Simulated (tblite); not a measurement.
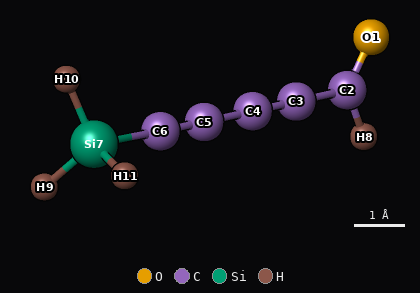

*The structure (ball-and-stick view, seen at a tilt; atoms are numbered from 1 in the order of the input).*

Bond lengths as drawn: C–C 1.22 to 1.42 Å, C–H 1.11 Å, C–O 1.20 Å, C–Si 1.85 Å and H–Si 1.46 Å.

**Frequency calculation, with input and output: C5H4OSi**

C5H4OSi, SMILES O=CC#CC#C[SiH3], computed with GFN2-xTB harmonic vibrations, gas phase (tblite 0.8.0).

## Input file
```
{"job": {"kind": "ir", "xc": "GFN2-xTB", "basis": "xTB"}, "charge": 0, "multiplicity": 1}
O     -4.198694     1.809395    -0.253008
C     -3.643687     0.770112    -0.502499
C     -2.277693     0.475745    -0.256820
C     -1.107375     0.224099    -0.045082
C      0.193836    -0.056387     0.188900
C      1.365177    -0.298690     0.404794
Si     3.150220    -0.646642     0.739895
H     -4.180538    -0.083564    -0.968035
H      3.217423    -1.958210     1.385664
H      3.651990     0.410133     1.618804
H      3.834765    -0.643321    -0.553646
```

The first line tells a small driver script what to run in tblite; the rest is the geometry in Å.

Run as:
```bash
OMP_NUM_THREADS=1 python <driver script> task.json out
```

## The program's output
```
mode    cm-1     km/mol
  1      -8.3      4.71
  2      59.4      1.47
  3      70.6      3.96
  4     135.1      4.06
  5     173.8      0.02
  6     216.8      0.92
  7     265.0      2.05
  8     409.0      5.12
  9     411.7      0.37
 10     430.0      0.27
 11     530.2     82.67
 12     535.6     84.72
 13     621.4      3.41
 14     772.5    186.13
 15     777.8    226.45
 16     780.3    563.46
 17     851.7    248.43
 18     891.0      1.46
 19    1244.4      1.80
 20    1357.4     43.46
 21    1726.8    569.57
 22    2222.2    136.40
 23    2264.4    127.56
 24    2265.5    378.78
 25    2266.1    357.30
 26    2276.5    152.28
 27    2727.5    128.01
```

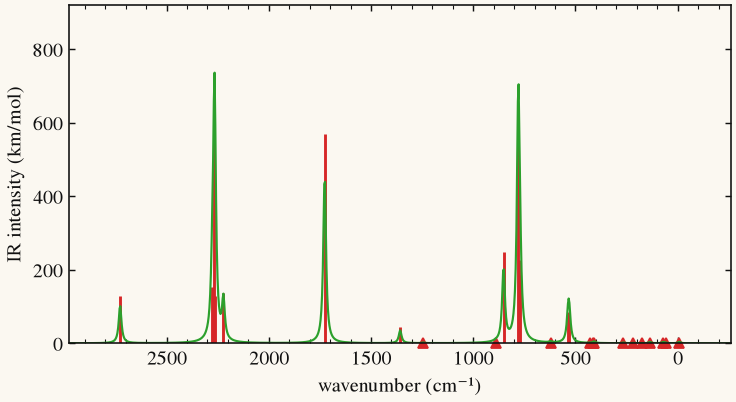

*Harmonic infrared spectrum, unscaled: sticks (degenerate modes added up, dark ones marked on the axis) with a Lorentzian envelope of 16 cm⁻¹ full width, scaled to the tallest stick; imaginary modes are drawn at negative wavenumbers.*

27 modes from 8i to 2728 cm⁻¹, 1 imaginary beyond 8i (8i cm⁻¹): not a clean minimum; so soft a mode can be a shallow saddle, an incomplete relaxation or noise of the force constants. The strongest line is at 2266 cm⁻¹ (736 km/mol).

## Summary

- outcome: converged
- total energy: −500.2351 eV
- zero-point energy: 37.5730 kcal/mol
- hardware: 1 CPU thread, shared host
- peak memory: 0.18 GiB
